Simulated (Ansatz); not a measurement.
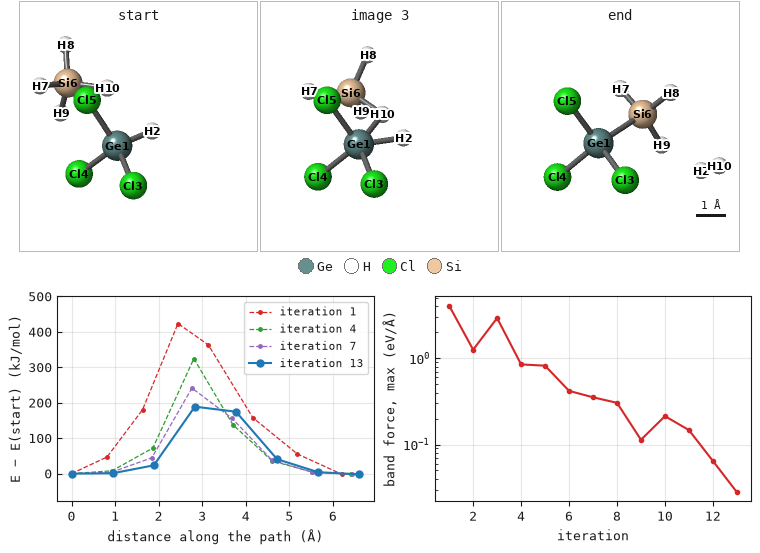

A nudged-elastic-band calculation for GeSiH$_{5}$Cl$_{3}$, made up at the start of GeHCl3 and SiH$_{4}$. Images are numbered from 0 (start) to 7 (end). The plot follows the band through its iterations. Style: ball-and-stick. Shown from a free direction.

The calculation used RKS PBE0-D4/def2-SVP in Ansatz. Run with 6 movable images; no climbing image; force threshold 0.05 eV/Å; iteration limit 60; starting path through a guess of the saddle point.

Q: Judge this run.

A: The run is converged, with reservations. The band converged in 13 iterations. The largest component of the band force went from 4.1 to 0.028 eV/Å. No image climbed, so the highest image needn't lie on the saddle point, and the true maximum along this path can be higher. The first iteration put the highest image at 423.6 kJ/mol. Forward barrier 189.0 kJ/mol, backward barrier 191.0 kJ/mol, with image 3 at the top; the reaction energy is −1.9 kJ/mol.

Limits of the set-up: the start holds two separate molecules, 2.8 Å apart at their closest, whose relative position is a soft coordinate.
